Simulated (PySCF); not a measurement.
# C7H12OSi: what the fields show

```yaml
atoms:
  - { symbol: C, position_ang: [1.7664, -1.6007, 0.4311] }
  - { symbol: C, position_ang: [1.3742, -0.3400, 0.3224] }
  - { symbol: C, position_ang: [2.1115, 0.6708, -0.5032] }
  - { symbol: C, position_ang: [0.1873, 0.1986, 1.0296] }
  - { symbol: C, position_ang: [-0.9614, -0.6236, 1.4542] }
  - { symbol: C, position_ang: [-1.1546, 0.3459, 0.2931] }
  - { symbol: Si, position_ang: [-1.4081, -0.3440, -1.4453] }
  - { symbol: C, position_ang: [-1.8797, 1.5771, 0.6319] }
  - { symbol: O, position_ang: [-1.8628, 2.1305, 1.7027] }
  - { symbol: H, position_ang: [1.2407, -2.3145, 1.0411] }
  - { symbol: H, position_ang: [2.6426, -1.9646, -0.0779] }
  - { symbol: H, position_ang: [2.9915, 0.2330, -0.9661] }
  - { symbol: H, position_ang: [1.4591, 1.0611, -1.2842] }
  - { symbol: H, position_ang: [2.4222, 1.5101, 0.1183] }
  - { symbol: H, position_ang: [0.4134, 1.0572, 1.6573] }
  - { symbol: H, position_ang: [-0.9758, -1.6751, 1.2112] }
  - { symbol: H, position_ang: [-1.4546, -0.3716, 2.3824] }
  - { symbol: H, position_ang: [-1.1382, 0.7240, -2.4112] }
  - { symbol: H, position_ang: [-0.5091, -1.4718, -1.6692] }
  - { symbol: H, position_ang: [-2.8017, -0.7795, -1.5548] }
  - { symbol: H, position_ang: [-2.4719, 1.9940, -0.2091] }
```

Geometry: GFN2-xTB.

The calculation used PBE0/pcSseg-1, SCF density, gas phase, non-relativistic in PySCF.

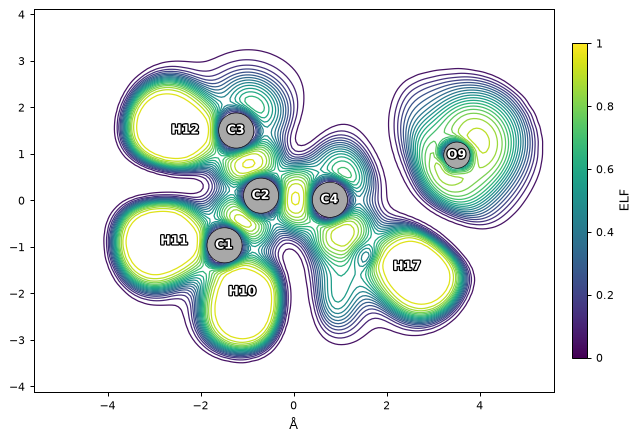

Figure 1. Electron localisation function on the plane of atoms C2, C1 and H11. Grey discs cover the atomic cores.

**Read the bonding off the picture.**

The section cuts through C, O and H sites. C–C (1.32 Å): the ELF peaks at about 0.95 between the atoms (a short, multiple covalent bond). C–H (1.08 Å): the ELF climbs to about 1 towards the hydrogen, as it does in any bond to H: a covalent bond by its length. C–C (1.48 Å): the ELF peaks at about 0.95 between the atoms; a shared electron pair. C–C (1.50 Å): the ELF peaks at about 0.95 between the atoms (a shared electron pair). The ELF also peaks beside O9, away from the bonds: lone-pair regions.

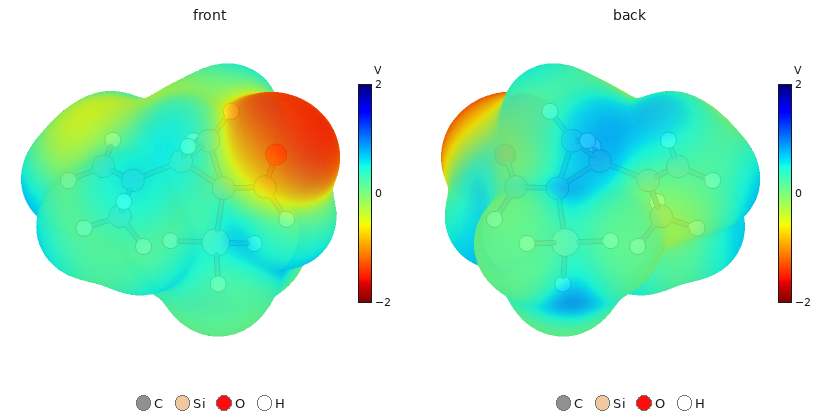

Figure 2. The electrostatic potential painted on the density surface at 0.001 e/bohr³, seen from the front and from behind; red is negative and blue positive.

**Where is the surface potential most negative and most positive?**

The most negative region (about −1.5 V) lies over O9, the most positive (about +0.8 V) over Si7 and H16. O9 is the likeliest acceptor of a hydrogen bond.
